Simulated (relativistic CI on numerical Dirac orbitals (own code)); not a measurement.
```
atom Sn  Z=50  charge=4  electrons=46
nucleus A=120  rms_radius_fm=4.6519
hamiltonian dirac-coulomb  breit=on  qed=on  c_scale=1
orbitals kli  potential=per-configuration
slater_scale 0.85
correlation p86
mixing on
configurations
  [Kr] 4d10
  [Kr] 4d9 5s
  [Kr] 4d9 4f
  [Kr] 4d9 5p
  [Kr] 4d9 5d
  [Kr] 4d9 6s
  [Kr] 4d9 6p
  [Kr] 4d9 6d
  [Kr] 4d9 5f
  [Kr] 4d9 5g
  [Kr] 4d9 6f
  [Kr] 4d9 6g
end
```

Command (the task file carries these settings):
```bash
python run_levels.py task.json out
```

Level of the calculation: Dirac CI, KLI exchange-only orbitals, Breit term, model QED, valence Slater integrals scaled by 0.85, a P86 correlation estimate for each configuration (in-house radial CI code).

The plot shows absorption lines from the lowest level (oscillator strengths f):

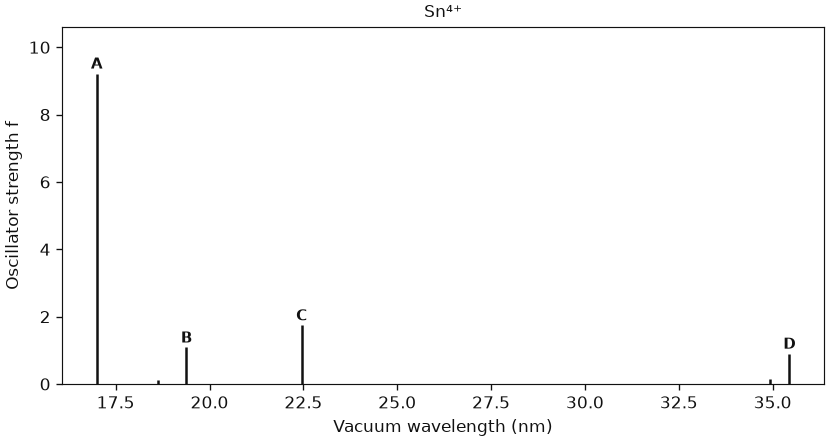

The lettered lines are A: 4d⁹ 6f J = 1 (odd, mixed, level 169) ← 4d¹⁰ ¹S₀, 17.00 nm, f = 9.2; B: 4d⁹ 5f J = 1 (odd, mixed, level 121) ← 4d¹⁰ ¹S₀, 19.39 nm, f = 1.1; C: 4d⁹ 4f ¹P°₁ ← 4d¹⁰ ¹S₀, 22.45 nm, f = 1.7; D: 4d⁹ 5p ¹P°₁ ← 4d¹⁰ ¹S₀, 35.44 nm, f = 0.90. The strongest, A, lies in the extreme ultraviolet region.

Caveat: configurations can be misplaced by up to about 7 % of their energy; only a limited list of configurations is included, so lower levels can be missing.
